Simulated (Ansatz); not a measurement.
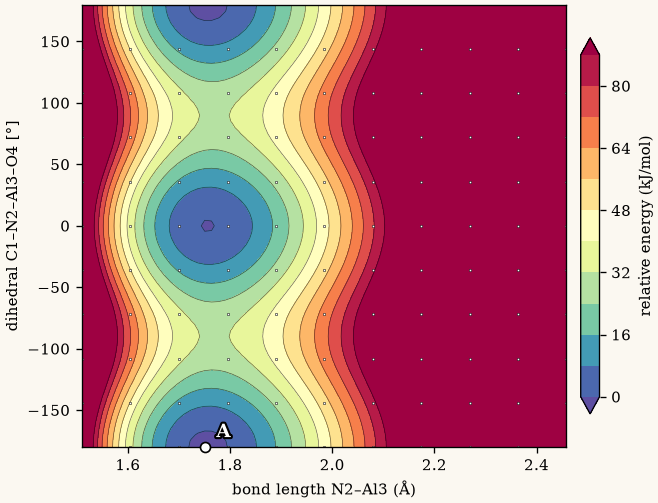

CH₆AlNO₂, SMILES C[NH][Al]([OH])[OH]. The first coordinate is: bond length N2–Al3; the second: dihedral C1–N2–Al3–O4. Nothing is relaxed (all other coordinates rigid). The grid has 11 × 10 points. Points are written as (first, second). Energies: kJ/mol, counted from the lowest grid point. These are results of RKS SPW92 (LDA)/def2-TZVP in Ansatz 0.2.0, not measurements.

Drawn: filled contours, dots at the grid points, one colour for all values above the top of the scale, the point A. Between grid points the surface is interpolated.

Find the lowest pass out of the well at A.

Answer. The easiest path leads from the well at about (1.75 Å, −180°) to the well at about (1.75 Å, 0°), about 1.6 kJ/mol higher (on a rigid scan; wells that are mirror images or exchange like atoms can differ by this much). Its highest point lies about 33 kJ/mol above the bottom of the first well on the interpolated surface, at about (1.77 Å, −90°). The start is the relaxed structure and all else is held, so a fully relaxed path at this level can only be lower.

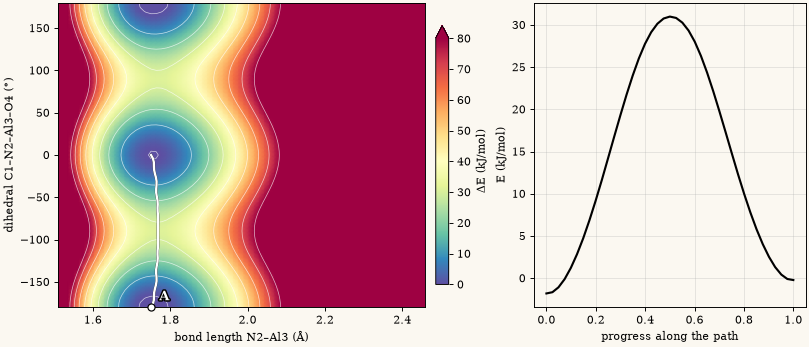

The picture shows a smooth colour map with a few white contour lines, a line along the lowest path, one colour for all values above the top of the scale, the energy along the path at the right. Between grid points the surface is interpolated.
